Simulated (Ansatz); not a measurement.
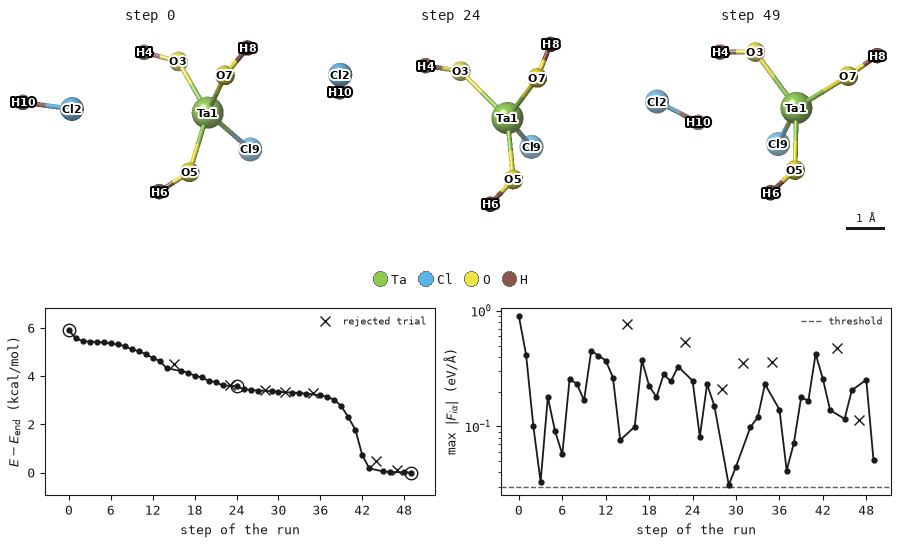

Frames of a relaxation of TaH$_{4}$O$_{3}$Cl$_{2}$ (multiplicity 2), marked on the history of the run. The picture is a ball-and-stick view, seen at a tilt.

The run prepares an end point of a later path (reaction) calculation, from a guessed geometry.

The calculation used UKS PBE/def2-SVP (Ansatz 0.2.0). Set-up: collinear spin; force threshold 0.03 eV/Å; at most 50 steps.

What happens along the run?

The relaxation stopped without meeting its thresholds, so the last structure isn't shown to be converged. It used up its limit of 50 steps. H10 moves most after the best rigid fit: 2.60 Å. By element the largest moves are H 2.60 Å, Cl 1.95 Å, O 1.24 Å, Ta 0.49 Å. Some distances before and after: Ta1–Cl9 2.354 → 2.402 Å, Cl2–H10 1.342 → 1.325 Å, Ta1–O7 1.912 → 1.897 Å, O3–H4 0.975 → 0.982 Å. Among the angles between lasting bonds that change: Ta1–O7–H8 134.3° → 140.9°, Ta1–O5–H6 131.5° → 137.9°, Ta1–O3–H4 132.8° → 127.5°. Groups turn about Ta1–O3 by about 55°. Over 42 accepted moves (49 points after the start) the energy falls by 5.90 kcal/mol. The largest force component goes from 0.9 to 0.051 eV/Å. The line search rejected the trial steps at points 15, 23, 28, 31, 35, 44, 47 of the run. The run took 2.2 min on 4 threads of Arm Neoverse V2, with other jobs on the host, peak memory 0.23 GiB. From step 0 to 24: H10 moves most (1.42 Å), energy −2.31 kcal/mol. From step 24 to 49: H10 moves most (1.65 Å), energy −3.59 kcal/mol.

```tsv
step	E − E(0), kcal/mol	largest force component, eV/Å	note
0	0.00	0.8955	
1	-0.33	0.4145	
2	-0.44	0.1000	
3	-0.47	0.0332	
4	-0.47	0.1789	
5	-0.50	0.0909	
6	-0.54	0.0575	
7	-0.58	0.2554	
8	-0.65	0.2344	
9	-0.79	0.1677	
10	-0.86	0.4498	
12	-1.14	0.3708	
14	-1.57	0.0762	
16	-1.68	0.0994	
18	-1.87	0.2243	
20	-2.09	0.2811	
22	-2.28	0.3290	
24	-2.31	0.2484	
26	-2.46	0.2312	
28	-2.49	0.2120	rejected
31	-2.53	0.3538	rejected
33	-2.60	0.1195	
35	-2.61	0.3594	rejected
37	-2.76	0.0416	
39	-3.14	0.1785	
41	-4.11	0.4230	
43	-5.72	0.1385	
45	-5.85	0.1161	
47	-5.80	0.1130	rejected
49	-5.90	0.0510
```

Limits of the set-up: the start holds two separate molecules, 2.7 Å apart at their closest, whose relative position is a soft coordinate and is computed without a dispersion correction.
